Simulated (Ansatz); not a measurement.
```tsv
atom	x (Å)	y (Å)	z (Å)
Ta	-0.0012	0.0002	-0.2339
N	0.0236	0.0027	1.5364
H	0.0374	0.0044	2.5476
O	1.7456	0.4236	-0.8890
H	2.5850	0.6248	-0.4699
O	-1.2578	1.3075	-0.8437
H	-1.8448	1.9212	-0.3968
O	-0.5228	-1.7349	-0.8482
H	-0.7650	-2.5495	-0.4025
```

Geometry: PBE0-D4/def2-SVP; core potentials replace the inner electrons of Ta.

These are results of RKS PBE0-D4/def2-TZVP in Ansatz, not measurements.

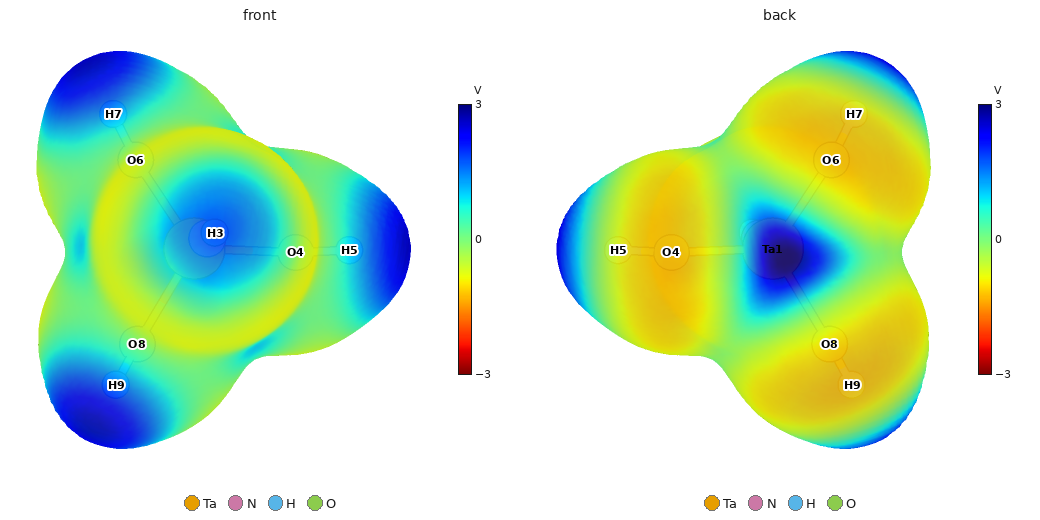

H$_{4}$NO$_{3}$Ta. The electrostatic potential painted on the density surface at 0.002 e/bohr³, seen from the front and from behind; the colour scale runs from red (negative) to blue (positive).

### Where is the surface potential most negative and most positive?

The most negative region (about −1.3 V, or −30 kcal/mol for a unit charge) lies over O4, O6 and O8, the most positive (about +2.7 V, or +62 kcal/mol for a unit charge) over Ta1, H5, H7 and H9.
